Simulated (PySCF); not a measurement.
**One shape, several levels: [C3H3N2]− (SMILES C=N[CH-]C#N)**

We compute a comparison of 5 runs (HF/STO-3G, HF/def2-SVP, B3LYP/STO-3G, r2SCAN/6-31G*, B3LYP/6-311+G**) of [C3H3N2]−. 

Program for the calculation: PySCF 2.14.0.

### Step 1. The molecule

[C3H3N2]−: 8 atoms, total charge -1, spin state singlet. SMILES: `C=N[CH-]C#N`. The shape is that of a GFN2-xTB optimisation. This is one conformer, not always the lowest.

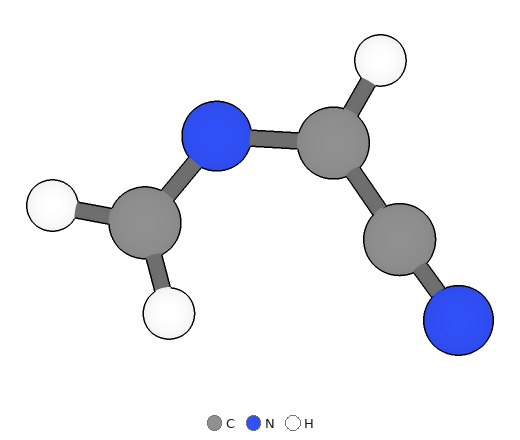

Viewed from a chosen angle; carbon grey, nitrogen blue, hydrogen white.

### Step 2. Energy and gradient at HF/STO-3G (run 1)

File job.py:

```python
# C=N[CH-]C#N
from pyscf import gto

mol = gto.Mole()
mol.atom = '''
C      2.271772     1.196764     0.876077
N      1.432242    -1.077201     0.686821
C     -0.841665    -1.713906    -0.231737
C     -2.705086    -0.159115    -1.136141
N     -4.326830     1.119398    -1.923193
H      1.253966     2.913769     0.320063
H      4.150462     1.458528     1.654739
H     -1.234860    -3.738256    -0.246628
'''
mol.verbose = 4
mol.unit = 'bohr'
mol.basis = 'sto-3g'
mol.max_memory = 1860
mol.spin = 0
mol.charge = -1
mol.build()

mf = mol.RHF()
mf.conv_tol = 1e-10
mf.kernel()
if not mf.converged:
    mf = mf.newton().run(mf.mo_coeff, mf.mo_occ)

energy = mf.e_tot
print('E = %.10f Eh' % energy)
grad = mf.nuc_grad_method().kernel()
mf.analyze()
```

On the command line:

```sh
$ OMP_NUM_THREADS=1 python job.py
```

The log of the run:

```text
PySCF version 2.14.0

[... 83 lines left out ...]
Two-electron Energy =                  223.413770063475880
[... 6 lines left out ...]
MO #3   energy= -10.7916569828124  occ= 2
[... 4 lines left out ...]
MO #8   energy= -0.662730224491838 occ= 2
[... 4 lines left out ...]
MO #13  energy= -0.242740640982636 occ= 2
[... 4 lines left out ...]
MO #18  energy= 0.0621177347473407 occ= 2
[... 4 lines left out ...]
MO #23  energy= 0.908443810950125  occ= 0
[... 4 lines left out ...]
MO #28  energy= 1.65680559554783   occ= 0
[... 40 lines left out ...]
WARN: System has nonzero charge -1; the dipole moment is origin-dependent.
Location of origin: [0. 0. 0.]

Dipole moment(X, Y, Z, Debye):  2.60355,  0.06423,  1.10939
```

Run time: 3.3 s. Hardware: 1 thread of Intel Xeon at 2.50GHz (Skylake/Cascade Lake), shared host; peak memory 0.12 GiB.

### Step 3. Energy and gradient at HF/def2-SVP (run 2)

File input.py:

```python
from pyscf import gto

mol = gto.Mole()
mol.atom = [
    ('C', (1.202170, 0.633300, 0.463600)),
    ('N', (0.757910, -0.570030, 0.363450)),
    ('C', (-0.445390, -0.906960, -0.122630)),
    ('C', (-1.431470, -0.084200, -0.601220)),
    ('N', (-2.289660, 0.592360, -1.017710)),
    ('H', (0.663570, 1.541900, 0.169370)),
    ('H', (2.196330, 0.771820, 0.875650)),
    ('H', (-0.653460, -1.978200, -0.130510)),
]
mol.basis = 'def2-svp'
mol.max_memory = 1860
mol.charge = -1
mol.verbose = 3
mol.build()

hf = mol.RHF()
hf.conv_tol = 1e-10
hf.kernel()
if not hf.converged:
    hf = hf.newton().run(hf.mo_coeff, hf.mo_occ)

etot = hf.e_tot
print(f'total energy: {etot:.8f} hartree')
grad = hf.nuc_grad_method().kernel()
dip = hf.dip_moment()
pop, q = hf.mulliken_pop()
```

On the command line:

```sh
$ OMP_NUM_THREADS=1 python input.py
```

The log of the run:

```text
converged SCF energy = -224.013879194235
total energy: -224.01387919 hartree
--------------- RHF gradients ---------------
         x                y                z
0 C    -0.0011156810     0.0148285431    -0.0016431036
1 N    -0.0103352947    -0.0337507727    -0.0018690963
2 C    -0.0086846092     0.0428653439    -0.0070414220
[... 4 lines of this table left out ...]
7 H     0.0018581034    -0.0049013357     0.0011835737
----------------------------------------------

WARN: System has nonzero charge -1; the dipole moment is origin-dependent.
Location of origin: [0. 0. 0.]

Dipole moment(X, Y, Z, Debye):  3.53219, -0.09284,  1.51614
[... 94 lines left out ...]
charge of    7H =     -0.01343
```

Run time: 14 s. Hardware: 1 thread of Intel Xeon at 2.50GHz (Skylake/Cascade Lake), shared host; peak memory 0.17 GiB.

### Step 4. Energy and forces at B3LYP/STO-3G (run 3)

File calc.py:

```python
from pyscf import gto, dft

system = gto.M(
    atom='''
C      2.271772     1.196764     0.876077
N      1.432242    -1.077201     0.686821
C     -0.841665    -1.713906    -0.231737
C     -2.705086    -0.159115    -1.136141
N     -4.326830     1.119398    -1.923193
H      1.253966     2.913769     0.320063
H      4.150462     1.458528     1.654739
H     -1.234860    -3.738256    -0.246628
''',
    max_memory=1860,
    charge=-1,
    verbose=3,
    unit='bohr',
    spin=0,
    basis='sto-3g',
)

mf = dft.RKS(system)
mf.xc = 'b3lyp'
mf.grids.level = 5
mf.conv_tol = 1e-10
mf.kernel()
if not mf.converged:
    mf = mf.newton().run(mf.mo_coeff, mf.mo_occ)

energy = mf.e_tot
print('E(%s) = %.9f' % ('B3LYP', energy))
grad = mf.nuc_grad_method().kernel()
dip = mf.dip_moment()
pop, q = mf.mulliken_pop()
```

On the command line:

```sh
$ OMP_NUM_THREADS=1 python calc.py
```

The log of the run:

```text
converged SCF energy = -222.578812564969
E(B3LYP) = -222.578812565
--------------- RKS gradients ---------------
         x                y                z
0 C    -0.0166708853    -0.0487612741    -0.0035419139
1 N    -0.0291748581     0.0404891932    -0.0153244240
2 C     0.0152407668     0.0423484213     0.0032077659
3 C    -0.0372047500     0.0290261233    -0.0178965541
4 N     0.0727338169    -0.0585188698     0.0352523482
5 H     0.0018669307    -0.0051920554     0.0011995645
6 H    -0.0103055414    -0.0053904981    -0.0039688317
7 H     0.0035145196     0.0059984155     0.0010717662
----------------------------------------------

WARN: System has nonzero charge -1; the dipole moment is origin-dependent.
Location of origin: [0. 0. 0.]

Dipole moment(X, Y, Z, Debye):  2.52157, -0.02592,  1.08008
 ** Mulliken pop  **
pop of  0 C 1s            1.99080
pop of  0 C 2s            1.09860
pop of  0 C 2px           0.98582
pop of  0 C 2py           0.86249
pop of  0 C 2pz           1.23183
pop of  1 N 1s            1.99499
pop of  1 N 2s            1.59945
pop of  1 N 2px           1.22963
pop of  1 N 2py           1.36008
pop of  1 N 2pz           1.10502
pop of  2 C 1s            1.99013
pop of  2 C 2s            1.03983
pop of  2 C 2px           0.89644
pop of  2 C 2py           0.91585
pop of  2 C 2pz           1.31088
pop of  3 C 1s            1.99330
pop of  3 C 2s            1.07947
pop of  3 C 2px           0.96913
pop of  3 C 2py           0.97574
pop of  3 C 2pz           0.99625
pop of  4 N 1s            1.99703
pop of  4 N 2s            1.79418
pop of  4 N 2px           1.21057
pop of  4 N 2py           1.12083
pop of  4 N 2pz           1.24898
pop of  5 H 1s            0.99985
pop of  6 H 1s            1.00495
pop of  7 H 1s            0.99789
 ** Mulliken atomic charges  **
charge of    0C =     -0.16952
charge of    1N =     -0.28916
charge of    2C =     -0.15313
charge of    3C =     -0.01390
charge of    4N =     -0.37160
charge of    5H =      0.00015
charge of    6H =     -0.00495
charge of    7H =      0.00211
```

Wall time 20 s (1 thread of Intel Xeon at 2.50GHz (Skylake/Cascade Lake), shared host); peak memory 0.35 GiB.

Run 4 isn't shown in full; the table further down has it.

### Step 5. Energy and forces at B3LYP/6-311+G(d,p) (run 5)

File calc.py:

```python
# C=N[CH-]C#N
import pyscf.grad
from pyscf import gto, dft

mol = gto.Mole()
mol.atom = '''
C    1.202170   0.633300   0.463600
N    0.757910  -0.570030   0.363450
C   -0.445390  -0.906960  -0.122630
C   -1.431470  -0.084200  -0.601220
N   -2.289660   0.592360  -1.017710
H    0.663570   1.541900   0.169370
H    2.196330   0.771820   0.875650
H   -0.653460  -1.978200  -0.130510
'''
mol.max_memory = 1860
mol.basis = '6-311+g**'
mol.charge = -1
mol.verbose = 4
mol.build()

ks = dft.RKS(mol, xc='b3lyp')
ks.conv_tol = 1e-10
ks.grids.level = 5
ks.kernel()
if not ks.converged:
    ks = ks.newton().run(ks.mo_coeff, ks.mo_occ)

e_final = ks.e_tot
print(f'total energy: {e_final:.8f} hartree')
grad = ks.Gradients().kernel()
dip = ks.dip_moment()
pop, q = ks.mulliken_pop()
```

On the command line:

```sh
$ OMP_NUM_THREADS=1 python calc.py
```

The log of the run:

```text
PySCF version 2.14.0

[... 80 lines left out ...]
converged SCF energy = -225.674747045592
total energy: -225.67474705 hartree
[... 13 lines left out ...]
WARN: System has nonzero charge -1; the dipole moment is origin-dependent.
[... 2 lines left out ...]
Dipole moment(X, Y, Z, Debye):  3.18520, -0.38463,  1.38889
[... 137 lines left out ...]
charge of    7H =      0.08392
```

It took 1.9 min on 1 thread of Intel Xeon at 2.50GHz (Skylake/Cascade Lake), shared host; peak memory 1.4 GiB.

### Step 6. The series

| run | level | integration grid | energy (Eh) | HOMO energy (eV) | LUMO energy (eV) | HOMO–LUMO gap (eV) | wall time |
| --- | --- | --- | --- | --- | --- | --- | --- |
| 1 | HF/STO-3G | – | -221.216349 | 1.69 | 14.47 | 12.78 | 3.3 s |
| 2 | HF/def2-SVP | – | -224.013879 | -1.63 | 9.25 | 10.88 | 14 s |
| 3 | B3LYP/STO-3G | 5 | -222.578813 | 4.07 | 9.64 | 5.58 | 20 s |
| 4 | r2SCAN/6-31G* (spherical functions) | 5 | -225.451313 | 1.47 | 4.95 | 3.48 | 71 s |
| 5 | B3LYP/6-311+G** | 5 | -225.674747 | 0.06 | 3.78 | 3.72 | 1.9 min |

### Step 7. Summary of results

```
                                                    quantity          value
                                         run 5: total energy  -225.67475 Eh
                                          run 5: HOMO energy        0.06 eV
                                          run 5: LUMO energy        3.78 eV
run 5: HOMO–LUMO gap (to an unbound level, set by the basis)        3.72 eV
                             run 5: largest force on an atom     1.633 eV/Å
```

What this shows: The HOMO–LUMO gap runs from 3.48 eV (r2SCAN/6-31G*) to 12.78 eV (HF/STO-3G). The two ends differ in method and basis. The empty levels of an anion lie above zero and hang on the basis. Totals of different functionals can't be ranked against each other. In runs 1, 3, 4, 5 the HOMO lies above zero, so the outermost electron may be held by the basis alone. In runs 1, 3 the basis is minimal, so the values are rough. All runs together took 3.7 min, the longest 1.9 min.
